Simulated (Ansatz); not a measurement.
**SiNH4 (SMILES [NH][SiH3]) at UHF/3-21G**

What is the energy change on altering one bond length of SiNH4 at UHF/3-21G? 

Program for the calculation: Ansatz 0.2.0.

43 further runs of the same task are left out: 43 set aside as unsound or not needed.

## 1. The structure to begin with

SiNH4: 6 atoms, total charge 0, spin state doublet. SMILES: `[NH][SiH3]`. The shape is that of a PBE0-D4/def2-TZVP optimisation.

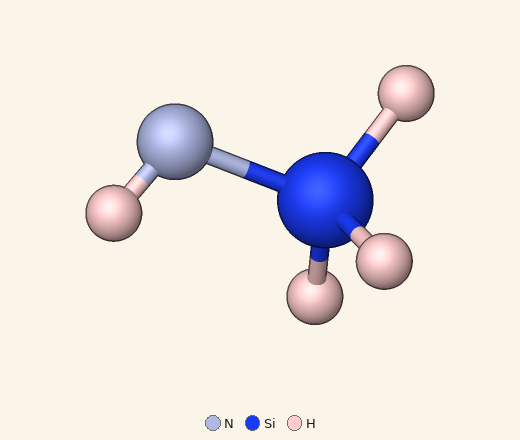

The structure, seen from a chosen angle (nitrogen light blue, silicon blue, hydrogen pink).

## 2. The energy at UHF/3-21G

Contents of molecule.yaml:

```yaml
basis:
  gaussian: {orbitals: 3-21G.json}
crystal:
  periodic: [false, false, false]
  atoms:
    - {symbol: "N", position_ang: [0.592100, -0.835200, 0.909500]}
    - {symbol: Si, position_ang: [-0.203700, 0.347600, -0.110000]}
    - {symbol: H, position_ang: [0.922800, -1.640700, 0.372700]}
    - {symbol: H, position_ang: [-1.310600, -0.282300, -0.885500]}
    - {symbol: H, position_ang: [0.789500, 0.911800, -1.068900]}
    - {symbol: H, position_ang: [-0.748100, 1.434800, 0.736200]}
output: {orbitals: {seedname: orbitals}}
magnetization: {spin_polarized: true, initial_magnetization: 1}
hamiltonian: {xc: hf}
accuracy: high
```

The basis set 3-21G is read from a file made from the Basis Set Exchange's data (not shown).

Launch:

```
$ ansatz run molecule.yaml --threads 1 --pin off --max-ram 3480MiB --events-out events.jsonl --progress --plain --runs-dir runs
```

Log:

```text
Warning: RAYON_NUM_THREADS=1 ignored (pool sized by the plan → 1); use --threads N
Functional definition: HF
  name "HF"
  exchange = exact_x
  correlation = 0
676 factors; integrals over basis functions are off by at most 4.0e-9 eV
mean field evaluation 1: about -9353.4729 eV, gradient 1.5e1 eV
mean field evaluation 2: about -9353.6403 eV, gradient 1.5e1 eV
mean field evaluation 4: about -9355.4128 eV, gradient 1.8e0 eV
mean field evaluation 8: about -9355.4683 eV, gradient 2.0e-1 eV
mean field evaluation 16: about -9355.4694 eV, gradient 4.0e-6 eV
mean field evaluation 32: about -9354.4303 eV, gradient 7.3e-1 eV
mean field evaluation 64: about -9354.4393 eV, gradient 9.6e-3 eV
mean field -9355.46938933 eV, -343.8071586928 hartree, gradient 1.9e-8 eV, S^2 0.757868; 0 other end points of the search recorded, 0 dependent functions left out
reference -9355.46938933 eV, -343.8071586928 hartree; 13, 12 occupied and 17, 18 virtual orbitals, 676 factors
Total energy: -9355.46938933 eV, -343.8071586928 hartree
```

Wall time 0.34 s (1 thread of Arm Neoverse V2, shared host).

## 3. The distorted shape at the same level

Contents of molecule.yaml:

```yaml
crystal:
  periodic: [false, false, false]
  atoms:
    - {symbol: "N", position_ang: [0.195261, 0.131397, 1.553658]}
    - {symbol: Si, position_ang: [-0.600539, 1.314197, 0.534158]}
    - {symbol: H, position_ang: [0.922800, -1.640700, 0.372700]}
    - {symbol: H, position_ang: [-1.707439, 0.684297, -0.241342]}
    - {symbol: H, position_ang: [0.392661, 1.878397, -0.424742]}
    - {symbol: H, position_ang: [-1.144939, 2.401397, 1.380358]}
basis:
  gaussian: {orbitals: 3-21G.json}
hamiltonian: {xc: hf}
magnetization: {spin_polarized: true, initial_magnetization: 1}
accuracy: high
output: {orbitals: {seedname: orbitals}}
```

The basis set 3-21G is read from a file made from the Basis Set Exchange's data (not shown).

Launch:

```
$ ansatz run molecule.yaml --threads 1 --pin off --max-ram 3480MiB --events-out events.jsonl --progress --plain --runs-dir runs
```

Log:

```text
Warning: RAYON_NUM_THREADS=1 ignored (pool sized by the plan → 1); use --threads N
Functional definition: HF
  name "HF"
  exchange = exact_x
  correlation = 0
672 factors; integrals over basis functions are off by at most 3.4e-9 eV
mean field evaluation 1: about -9346.5953 eV, gradient 1.7e1 eV
mean field evaluation 2: about -9346.7731 eV, gradient 1.7e1 eV
mean field evaluation 4: about -9349.8725 eV, gradient 4.4e0 eV
mean field evaluation 8: about -9349.6397 eV, gradient 3.6e-1 eV
mean field evaluation 16: about -9352.8169 eV, gradient 3.1e-6 eV
mean field evaluation 32: about -9352.8169 eV, gradient 2.1e-3 eV
mean field evaluation 64: about -9351.5476 eV, gradient 1.1e-1 eV
mean field evaluation 96: about -9348.9772 eV, gradient 5.2e0 eV
mean field -9352.81686598 eV, -343.7096802578 hartree, gradient 1.5e-8 eV, S^2 1.705527; 2 other end points of the search recorded, 0 dependent functions left out
reference -9352.81686598 eV, -343.7096802578 hartree; 13, 12 occupied and 17, 18 virtual orbitals, 672 factors
Total energy: -9352.81686598 eV, -343.7096802578 hartree
```

Run time: 0.42 s. Hardware: 1 thread of Arm Neoverse V2, shared host.

## 4. What came out

Level: UHF/3-21G.

| quantity | value |
| --- | --- |
| first shape: total energy | -343.80716 Eh |
| first shape: HOMO energy (highest over α and β) | -10.81 eV |
| first shape: LUMO energy (lowest over α and β) | 2.55 eV |
| first shape: ⟨S²⟩ | 0.758 |
| distorted shape: total energy | -343.70968 Eh |
| distorted shape: HOMO energy (highest over α and β) | -11.12 eV |
| distorted shape: LUMO energy (lowest over α and β) | 2.61 eV |
| distorted shape: ⟨S²⟩ | 1.706 |
| energy change with the N1–H3 bond stretched from 1.023 to 2.250 Å | 2.653 eV |

What this shows: With the N1–H3 bond stretched from 1.023 to 2.250 Å the energy rises by 2.65 eV (256 kJ/mol). The first shape isn't relaxed at this level, so the change isn't measured from a minimum. ⟨S²⟩ (distorted shape) is 1.71 where a pure doublet has 0.75: the reference is spin-contaminated.
